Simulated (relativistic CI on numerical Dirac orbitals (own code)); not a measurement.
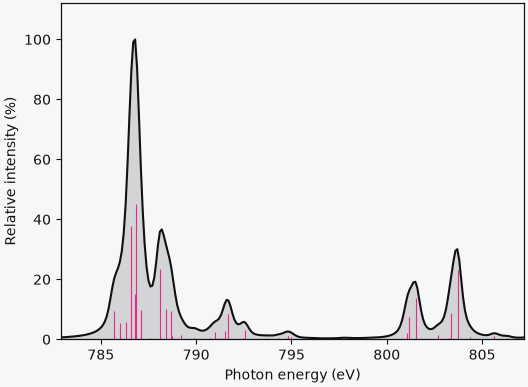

L₂,₃ X-ray absorption of Co V (Co⁴⁺), [Ar] 3d⁵, in no crystal field (free ion). Sticks are the strongest transitions, on a scale of their own. Multiplet model: relativistic Dirac–Coulomb–Breit theory, one configuration a step, Slater integrals scaled by 0.8, 80 K, Voigt broadening (Lorentzian 0.4 eV, Gaussian 0.3 eV full widths), computed with a radial Dirac CI code.

Give the peaks, the centroid and the ground-state spin.

The main maxima lie at 786.8 eV (100), 788.2 eV (37), 791.6 eV (13), 801.5 eV (19) and 803.7 eV (30), heights in % of the largest; the centroid is at 791.2 eV. The lower edge holds 0.76 of the intensity (branching ratio, edges parted at 797 eV, split at the minimum of the curve and uncertain by about 0.02), and the core spin-orbit splitting of the orbitals is 15.3 eV. The ground state has S = 2.50.

Limits of the model: free-ion energies, so absolute edge positions are off by a few eV from solids.
